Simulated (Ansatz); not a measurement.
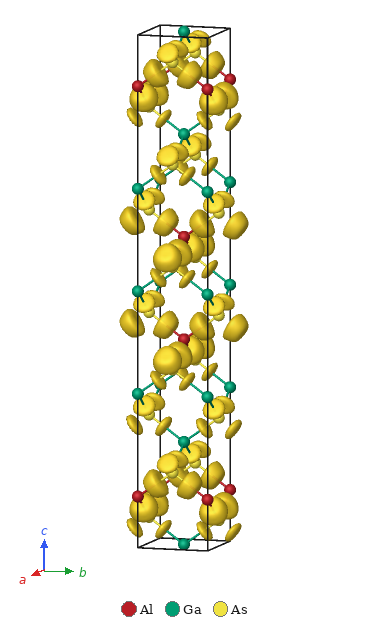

Al2Ga3As5. Isosurface of the electron localisation function at 0.7 (yellow), seen slightly off an axis. Only the valence region is drawn (cores and ρ < 0.01 e/Å³ removed). Sticks mark near contacts.

Space group I-4m2; a structure generated by program, which may or may not match a known phase.

The calculation used Ansatz, DFT PBE, scalar-relativistic, plane waves, PAW.

In a PAW calculation such maps are meaningful between the atoms, not at the nuclei.

### Identify the bonds, lone pairs and shells in this picture.

At this value the surface marks out 16 regions between bonded Al–As atoms (shared pairs) and 24 regions between bonded As–Ga atoms (shared pairs), counted in one cell of 20 atoms. Regions shared between cells count once. Profiles from the grid: Al–As (2.48 Å): the ELF peaks at about 0.95 between the atoms: a covalent bond. Ga–As (2.49 Å): the ELF peaks at about 0.80 between the atoms, as expected for localised, covalent bonding.

### How much charge does the calculation move between the atoms?

Electrons move from Al and Ga towards As. Bader charges: Al +1.94, Ga +0.68 and As −1.31 to −0.67 e.
